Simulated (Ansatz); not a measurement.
Cost and result by functional for the surface energy of the (310) surface of fcc Rh in its 1x1 cell, outermost plane spacing 0.61 Å in the ideal cut, in Ansatz (plane waves, PAW). Single points on the PBE structure, on one kind of machine; costs are rough ratios of the slab run's core time (references not counted) to the cheapest single point. r2SCAN's cost holds its higher cutoff (500 against 420 eV). Differences are taken against r2SCAN for comparison alone: no measured value is at hand, so the table doesn't rank accuracy.

Model: 18-atom slab, 10.3 Å thick at the start (thin: gaps and levels are the slab's own), 10x6x1 mesh, Fermi-Dirac 0.1 eV, dipole correction, all atoms relaxed; held to the start's symmetry, so lower structures may exist; no spin, no spin-orbit, no U. These notes are the PBE run's.

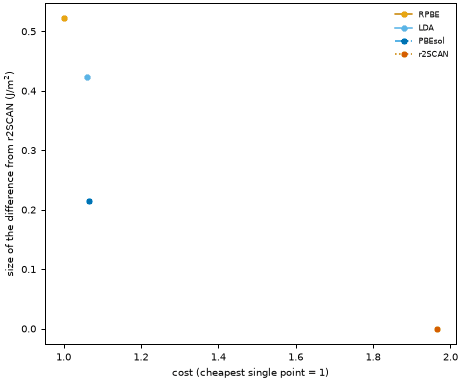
Figure: Difference from r2SCAN against cost

| functional | relative cost | surface energy (J/m²) | less r2SCAN (J/m²) |
|---|---|---|---|
| RPBE | 1 | 2.28 | -0.52 |
| LDA | 1 | 3.22 | 0.42 |
| PBEsol | 1 | 3.01 | 0.21 |
| r2SCAN | 2 | 2.80 | 0.00 |
| PBE (the relaxed run's value) | – | 2.56 | -0.24 |

The values span 0.94 J/m², while the single points' costs differ by a factor of roughly 2. Differences are of unrounded values.

Ansatz is a quantum-chemistry and plane-wave program.
